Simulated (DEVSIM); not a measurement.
System: Schottky contact on n-type InP, at 350 K.

```tsv
layer (left to right)	material	thickness (μm)	Nd (cm⁻³)	τn (s)	τp (s)
1	InP	0.510	4.7e15	5.7e-9	5.7e-9
```

Left contact: Schottky, work function 5.19 eV, emission velocity 3.2e6 cm/s. Right contact: ohmic. Voltage is applied to the left contact. Recombination: SRH at mid-gap. Mobility is μmin + (μ − μmin)/(1 + (N/Nref)^α).

The device is made up for the run: typed textbook-type constants, with dimensions and the other settings drawn at random. Values at 300 K; Nc and Nv go as T^1.5, mobilities as T to minus their exponent, the gap by Varshni's rule with the affinity fixed.

| parameter | InP |
|---|---|
| gap (eV) | 1.344 |
| affinity (eV) | 4.38 |
| permittivity | 12.5 |
| Nc (cm⁻³) | 5.7e17 |
| Nv (cm⁻³) | 1.1e19 |
| μn (cm²/Vs) | 5200 |
| μp (cm²/Vs) | 170 |
| μn,min | 400 |
| μp,min | 10 |
| Nref,n | 3e17 |
| Nref,p | 4.9e17 |
| αn | 0.47 |
| αp | 0.62 |
| T exponent of μn | 2 |
| T exponent of μp | 2 |
| Varshni α (eV/K) | 0.000363 |
| Varshni β (K) | 162 |

DEVSIM, 1D drift-diffusion, Boltzmann statistics, complete ionisation; no tunnelling, impact ionisation, image-force lowering or self-heating. Metal contacts follow the ideal Schottky-Mott rule: no Fermi-level pinning, no interface dipoles.

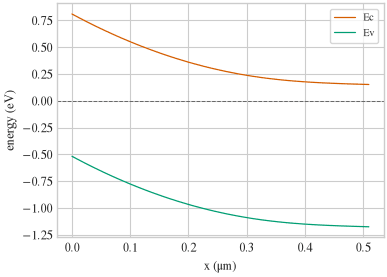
Figure. Band edges at zero bias

Energies count from the Fermi level of the right contact; mesh points crowd at the junctions.

| x (μm) | Ec (eV) | Ev (eV) | n (cm⁻³) | p (cm⁻³) | field (V/cm) |
|---|---|---|---|---|---|
| 0.000 | 0.810 | -0.518 | 1600000 | 4.8e11 | -29000 |
| 0.006593 | 0.791 | -0.537 | 2900000 | 2.6e11 | -29000 |
| 0.01332 | 0.772 | -0.556 | 5600000 | 1.4e11 | -28000 |
| 0.02321 | 0.744 | -0.584 | 1.4e7 | 5.4e10 | -28000 |
| 0.03789 | 0.704 | -0.624 | 5.2e7 | 1.4e10 | -27000 |
| 0.05387 | 0.662 | -0.666 | 2.1e8 | 3.6e9 | -26000 |
| 0.07018 | 0.621 | -0.707 | 8.1e8 | 9.3e8 | -25000 |
| 0.1034 | 0.544 | -0.784 | 1.1e10 | 7.1e7 | -22000 |
| 0.1297 | 0.487 | -0.840 | 6.9e10 | 1.1e7 | -20000 |
| 0.1685 | 0.413 | -0.915 | 8.0e11 | 940000 | -18000 |
| 0.2080 | 0.348 | -0.980 | 7.0e12 | 110000 | -15000 |
| 0.2845 | 0.252 | -1.076 | 1.7e14 | 4500 | -10000 |
| 0.3270 | 0.216 | -1.112 | 5.6e14 | 1300 | -7300 |
| 0.3686 | 0.190 | -1.138 | 1.3e15 | 570 | -5000 |
| 0.4068 | 0.174 | -1.154 | 2.2e15 | 340 | -3400 |
| 0.4326 | 0.167 | -1.161 | 2.9e15 | 260 | -2600 |
| 0.4501 | 0.162 | -1.165 | 3.3e15 | 230 | -2200 |
| 0.4673 | 0.159 | -1.169 | 3.7e15 | 200 | -1900 |
| 0.4831 | 0.156 | -1.172 | 4.1e15 | 190 | -1700 |
| 0.4937 | 0.154 | -1.174 | 4.3e15 | 170 | -1600 |
| 0.5022 | 0.153 | -1.175 | 4.5e15 | 170 | -1600 |
| 0.5100 | 0.152 | -1.176 | 4.7e15 | 160 | -1600 |
